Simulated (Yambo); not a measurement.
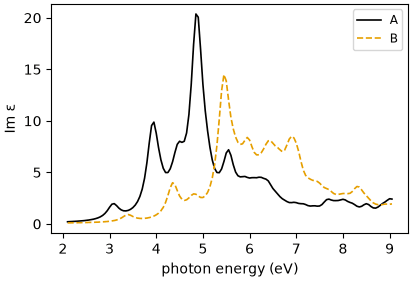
Figure: Two computed absorption spectra of TlBr (rock salt, space group Fm-3m, No. 225) (Yambo, PBEsol bands with the same scissor, field along x)

Problem. Which curve includes the electron-hole attraction (BSE)?

Solution. Curve A: the attraction moves weight to lower energy (centre of the plotted range 5.4 eV against 6.3 eV). Settings: 6×6×6 mesh, 4 valence and 6 conduction bands, static screening with 37 bands and a 4 Ry block, scissor 1.33 eV, Tamm-Dancoff. The scissor comes from a G0W0 run whose convergence isn't established. Broadening 0.15 eV. The band window holds all transitions up to 11.4 eV. On this mesh the peak heights and the fine structure are mesh artefacts; only the shift of weight is robust.

The standard potential for Tl keeps a d shell in the valence without the s and p states of that shell. In tests on such compounds this moved G0W0 gaps by up to about 0.9 eV, so absolute quasiparticle energies here are unreliable; differences between settings are what counts.

Spin-orbit coupling is not included.

Geometry of the Materials Project entry, not relaxed at this level; primitive cell a = b = c = 4.7264 Å, α = β = γ = 60.00°.

This is not the ordinary phase of the substance; no match was found in the copy of COD used, and its stability was not checked.
